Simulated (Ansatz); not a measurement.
# AlBrH4OSi: a ladder of functionals and wavefunction methods

Aim: compute AlBrH4OSi with functionals from several rungs and with coupled cluster. The yardstick is the atomisation energy at the CCSD(T) limit.

The runs use Ansatz 0.2.0, Gaussian basis; functionals in def2-TZVPP, the program's frozen cores in correlated methods.

Levels to be run: PBE-D4, r2SCAN-D4, PBE0-D4, B3LYP-D4, ωB97X-V, ωB97M-V, B2PLYP; CCSD(T)/def2-TZVPP; MP2/def2-QZVPP; extrapolation to the limit.

## Step 1: The relaxed structure

All runs share one geometry, relaxed beforehand with PBE0-D4 in a triple-zeta def2 set.

SMILES `[AlH2][O][SiH2]Br`, 8 atoms, charge 0, spin multiplicity 1.

Atoms are counted from 1 here; the program's logs count them from 0.

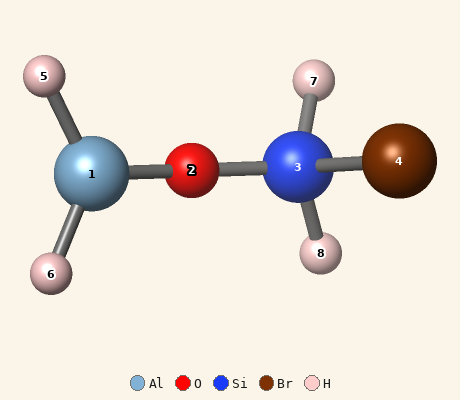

The geometry (aluminium light blue, oxygen red, silicon blue, bromine brown, hydrogen pink); atoms are numbered from 1 in the order of the file.

## Step 2: PBE-D4 (GGA)

in.yaml reads:

```yaml
crystal:
  periodic: [false, false, false]
  atoms:
    - {symbol: Al, position_ang: [-0.046020, 1.876884, 0.041347]}
    - {symbol: O, position_ang: [-0.197433, 0.199588, 0.200211]}
    - {symbol: Si, position_ang: [-0.091230, -1.401750, 0.102971]}
    - {symbol: Br, position_ang: [1.431409, -1.960290, -1.423556]}
    - {symbol: H, position_ang: [-0.974717, 2.596534, -1.010455]}
    - {symbol: H, position_ang: [0.985337, 2.607958, 0.983973]}
    - {symbol: H, position_ang: [-1.374230, -1.992942, -0.337425]}
    - {symbol: H, position_ang: [0.358883, -1.983081, 1.387134]}
basis:
  gaussian: {orbitals: def2-TZVPP}
hamiltonian: {xc: pbe, dispersion: d4}
output: {forces: true, orbitals: {seedname: orbitals}}
```

On the command line:

```sh
$ ansatz run in.yaml --threads 4 --pin off --events-out ev --progress --plain --max-ram 10444MiB
```

After this run come: r2SCAN-D4 (meta-GGA); PBE0-D4 (hybrid); B3LYP-D4 (hybrid); ωB97X-V (range-separated); ωB97M-V (range-separated); B2PLYP (double hybrid); CCSD(T) in def2-TZVPP; MP2 in def2-QZVPP.

Before running them: what should the planned runs give, taken together? Wanted: atomisation energy, CCSD(T)/CBS; farthest; mean size of error, hybrid; mean size of error, range-separated; gap, smallest and largest; T1 diagnostic; triples share of the correlation energy.

The runs gave:

| quantity | value |
| --- | --- |
| atomisation energy, CCSD(T)/CBS | 2560.5 kJ/mol |
| functionals within 25.6 kJ/mol (1.0 %) | r2SCAN-D4, ωB97X-V, ωB97M-V |
| farthest | PBE0-D4 (-73.6 kJ/mol) |
| mean size of error, hybrid | 57.5 kJ/mol |
| mean size of error, range-separated | 15.1 kJ/mol |
| gap, smallest and largest | 4.79 eV (PBE-D4), 11.13 eV (ωB97X-V) |
| T1 diagnostic | 0.0096 |
| triples share of the correlation energy | 3.2 % |

PBE-D4 is off by -54.2 kJ/mol. Double hybrids carry the basis error of their MP2 part in triple zeta, and no dispersion term here, so their miss is partly the set-up's. Misses under about 25.6 kJ/mol are within the doubt on the reference itself, which lacks core-valence correlation, relativity and higher excitations, and its outer-core shells are covered unevenly. All levels share the lack of spin-orbit coupling, which lowers the free heavy atoms and so the true binding. Hartree-Fock recovers 75 % of the binding; the rest is correlation. Orbital gaps span 4.8 to 11.1 eV; exact exchange widens them. Correlated methods include outer-core shells of Br, which these sets cover unevenly.
